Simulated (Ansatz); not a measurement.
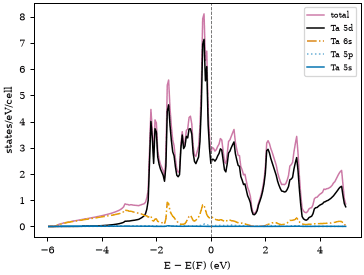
Fig. 1. Total and projected density of states of Ta (diamond, Fd-3m), DFT-PBEsol in the program Ansatz with PAW potentials

Problem. Which orbitals carry the states next to the Fermi level?

Solution. Within 0.5 eV of the Fermi level: Ta 5d 88 %, Ta 6s 10 %. Projections are on Löwdin-orthogonalised atomic valence shells; empty p or d shells of many metals are not among them.

The start of the workflow was typed in or built on a structure type; neither database checked (COD, Materials Project) lists it. It is not the phase usual at ambient conditions (space group No. 229). The cell was relaxed with PBEsol under the symmetry of its start. At this level the phase is mechanically unstable. No spin polarisation was allowed. Spin–orbit coupling is left out wherever it is not named.

Potentials: the later of the program's two PAW sets.
